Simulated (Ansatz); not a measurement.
Start from MgSe in the rock salt structure (space group Fm-3m, No. 225; a = 5.5083 Å).

One thing is altered: hydrostatic tension (pressure −2 GPa).

The values are results of PBE (Ansatz, a program for electronic structure), no SOC, earlier PAW set, not measurements.

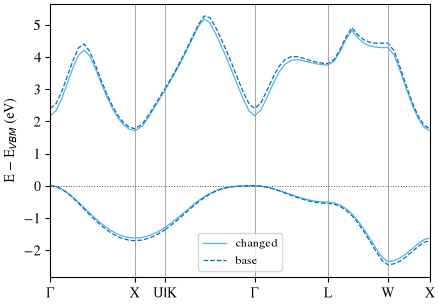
*Highest valence and lowest conduction band along the path, each from its own valence-band maximum*

Problem. From the figure, how large is the changed gap, and is it direct?

Solution. About 1.7 eV, indirect, Γ → X.

Load acts through the strain it causes; cell and atoms are relaxed under it. Whether these cells are dynamically stable was not tested.
